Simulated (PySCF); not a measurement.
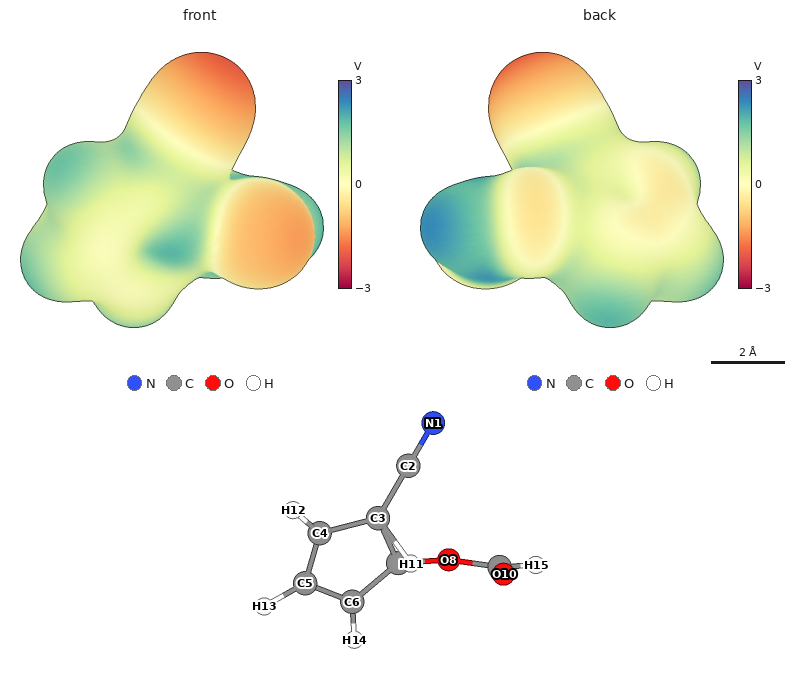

*C₇H₅NO₂. The electrostatic potential painted on the density surface at 0.004 e/bohr³, seen from the front and from behind; red is negative and blue positive. The bare structure is drawn below in the same view.*

Geometry: B3LYP-D3(BJ)/def2-SVP.

Method: PBE0/pcSseg-1, SCF density, gas phase, non-relativistic in PySCF.

Input

```
{"job": {"kind": "nmr", "xc": "PBE0", "basis": "pcSseg-1", "pop": false}, "charge": 0, "multiplicity": 1}
N     -0.131491     3.215417    -0.383424
C     -0.363263     2.093465    -0.196429
C     -0.639486     0.712302     0.016743
C     -1.882335     0.088585     0.324432
C     -1.733830    -1.290572     0.168959
C     -0.424250    -1.602018    -0.245984
C      0.287967    -0.400265    -0.352488
O      1.530154    -0.230240    -0.927742
C      2.520775     0.275859    -0.149222
O      2.380373     0.623416     0.986842
H      0.264759     0.193688     0.845605
H     -2.761524     0.621582     0.679740
H     -2.501833    -2.028597     0.400214
H     -0.002964    -2.587904    -0.430921
H      3.456950     0.315284    -0.736324
```

Launched as:

```sh
OMP_NUM_THREADS=1 python ens_run.py task.json out
```

Which sites attract a positive test charge, and which a negative one?

Answer. A positive charge is drawn to the negative regions and a negative charge to the positive ones. The most negative region (about −1.9 V) lies over N1, the most positive (about +2.3 V) over H15. N1 is the likeliest acceptor of a hydrogen bond.

What dipole moment does the calculation give?

Answer. Its dipole moment is 4.15 D.
